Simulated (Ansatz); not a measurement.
# F2HSSn: rigid scan of one bond length in Python

How does the energy of F2HSSn change as one bond is stretched? Aim: a rigid scan of one bond length, for F2HSSn, run from a script.

All numbers are computed with Ansatz 0.2.0, driven from Python. Level of theory: PBE/def2-SVP.

### Step 1. The system

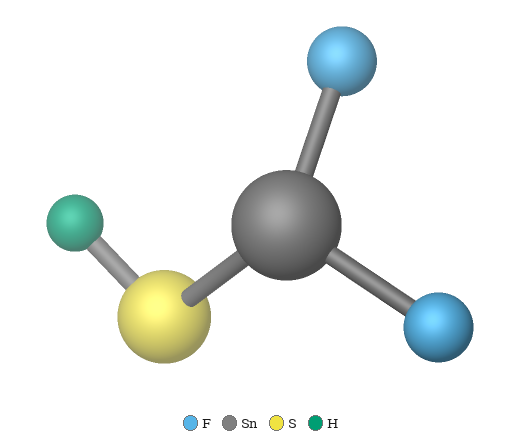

The structure that the script starts from, seen from a chosen angle (fluorine blue, tin grey, sulfur yellow, hydrogen teal).

No structure file is read: the coordinates are typed or built in the script.

### Step 2. The script

Contents of f2hssn.py:

```python
import ansatz as az
import matplotlib.pyplot as plt
import numpy as np

molecule = (
    az.Crystal.molecule()
    .atom("F", (-0.1836, -1.7647, 1.653))
    .atom("Sn", (0.2466, -0.0683, 0.7429))
    .atom("F", (1.9753, -0.2526, -0.076))
    .atom("S", (-1.3005, 0.4315, -0.9797))
    .atom("H", (-0.688, 1.5804, -1.3816))
)

symbols = [site.symbol for site in molecule.cartesian_sites]
start = np.array([site.position_ang for site in molecule.cartesian_sites])
axis = (start[3] - start[1]) / np.linalg.norm(start[3] - start[1])
moving = [3, 4]
lengths, energies = [2.084, 2.179, 2.274, 2.369, 2.463, 2.558, 2.653, 2.795], []
for length in lengths:
    xyz = start.copy()
    xyz[moving] += (length - np.linalg.norm(start[3] - start[1])) * axis
    point = az.Crystal.molecule()
    for symbol, place in zip(symbols, xyz):
        point = point.atom(symbol, place.tolist())
    calc = (
        point.calculation()
        .basis(gaussian="def2-SVP")
        .functional("pbe")
        .spin("collinear", total=1)
    )
    data = calc.run().report
    energies.append(data["free_energy_ev"])
    print(f"r = {length:6.3f} A  E = {energies[-1]:.5f} eV  <S^2> = {abs(data['mean_field']['state']['spin_squared']):.3f}")

fit = np.polynomial.Polynomial.fit(lengths, np.array(energies) - min(energies), 4).convert()
roots = [r.real for r in fit.deriv().roots() if abs(r.imag) < 1e-9 and fit.deriv(2)(r.real) > 0]
r_e = min(roots, key=lambda r: abs(r - lengths[int(np.argmin(energies))]))
print(f"minimum of the fit at {r_e:.4f} A, force constant {fit.deriv(2)(r_e):.2f} eV/A^2")
plt.figure(figsize=(4.5, 3))
plt.plot(lengths, np.array(energies) - min(energies), "o-")
plt.xlabel("bond length (A)")
plt.ylabel("E - E(min) (eV)")
plt.tight_layout()
plt.savefig("scan.png", dpi=100)
```

### Step 3. What the engine is handed

The package turns the script's settings into the engine's input (first run):

```yaml
crystal:
  periodic: [false, false, false]
  atoms:
    - { symbol: F, position_ang: [-0.1836, -1.7647, 1.653] }
    - { symbol: Sn, position_ang: [0.2466, -0.0683, 0.7429] }
    - { symbol: F, position_ang: [1.9753, -0.2526, -0.076] }
    - { symbol: S, position_ang: [-1.1145587159666979, 0.3714305450456697, -0.7726659001514019] }
    - { symbol: H, position_ang: [-0.5020587159666978, 1.5203305450456697, -1.1745659001514017] }
basis:
  gaussian:
    orbitals: def2-SVP
hamiltonian:
  xc: pbe
magnetization:
  spin_polarized: true
  initial_magnetization: 1.0
```

### Step 4. Launch

Run with:

```console
python f2hssn.py
```

Output:

```text
r =  2.084 A  E = -22099.51113 eV  <S^2> = 0.751
r =  2.179 A  E = -22100.14571 eV  <S^2> = 0.751
r =  2.274 A  E = -22100.52398 eV  <S^2> = 0.752
r =  2.369 A  E = -22100.72343 eV  <S^2> = 0.752
r =  2.463 A  E = -22100.80002 eV  <S^2> = 0.752
r =  2.558 A  E = -22100.79624 eV  <S^2> = 0.753
r =  2.653 A  E = -22100.74081 eV  <S^2> = 0.753
r =  2.795 A  E = -22100.60740 eV  <S^2> = 0.754
minimum of the fit at 2.5024 A, force constant 7.17 eV/A^2
```

Wall time 26 s (1 thread of Arm Neoverse V1, shared host); peak memory 0.24 GiB.

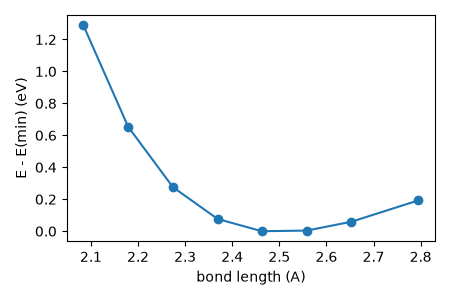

scan.png, as the script drew it.

### Step 5. What changed from run to run

The engine's inputs for some of the other runs:

Run 3, against run 1:

```diff
@@ -7,2 +7,2 @@
-    - { symbol: S, position_ang: [-1.1145587159666979, 0.3714305450456697, -0.7726659001514019] }
-    - { symbol: H, position_ang: [-0.5020587159666978, 1.5203305450456697, -1.1745659001514017] }
+    - { symbol: S, position_ang: [-1.2386566795145253, 0.41152114176288523, -0.9108412941191399] }
+    - { symbol: H, position_ang: [-0.6261566795145254, 1.5604211417628853, -1.3127412941191399] }
```

Run 5, against run 1:

```diff
@@ -7,2 +7,2 @@
-    - { symbol: S, position_ang: [-1.1145587159666979, 0.3714305450456697, -0.7726659001514019] }
-    - { symbol: H, position_ang: [-0.5020587159666978, 1.5203305450456697, -1.1745659001514017] }
+    - { symbol: S, position_ang: [-1.3621014958857853, 0.4514007353394839, -1.0482894491712584] }
+    - { symbol: H, position_ang: [-0.7496014958857854, 1.600300735339484, -1.4501894491712584] }
```

Run 6, against run 1:

```diff
@@ -7,2 +7,2 @@
-    - { symbol: S, position_ang: [-1.1145587159666979, 0.3714305450456697, -0.7726659001514019] }
-    - { symbol: H, position_ang: [-0.5020587159666978, 1.5203305450456697, -1.1745659001514017] }
+    - { symbol: S, position_ang: [-1.424150477659699, 0.4714460336980916, -1.1173771461551274] }
+    - { symbol: H, position_ang: [-0.811650477659699, 1.6203460336980917, -1.5192771461551273] }
```

### Step 6. The runs side by side

From the records of these 8 runs:

```csv
run,distance (Å),energy from run 5 (eV),<S²>,SCF cycles,CPU time (s)
1,2.08,1.2889,0.75,16,2.8
2,2.18,0.6543,0.75,16,2.8
3,2.27,0.2760,0.75,17,2.7
4,2.37,0.0766,0.75,21,3.2
5,2.46,0.0000,0.75,21,3.2
6,2.56,0.0038,0.75,24,3.2
7,2.65,0.0592,0.75,23,3.1
8,2.79,0.1926,0.75,29,3.6
```

### Step 7. Summary of results

| quantity | value |
| --- | --- |
| bond length at the fit's minimum | 2.5024 Å |
| runs compared | 8 |
| range of energy | 1.289 eV |
| lowest point, distance (Å) | 2.46 |

What this shows: The lowest point, at 2.46, lies inside the range. The ends stand 1.29 and 0.193 eV above it. The distance scanned is the script's pair 1, 3. Notes:
- The rest of the molecule is held rigid at a force-field or estimated start geometry, and the basis set is modest; single-reference methods fail as a bond breaks.
- def2 sets replace the cores of elements past krypton by effective core potentials.
- The run takes the species as open-shell (spin multiplicity 2), which needn't be its ground state.
- Spin-orbit coupling of the heavy open-shell atom is left out.
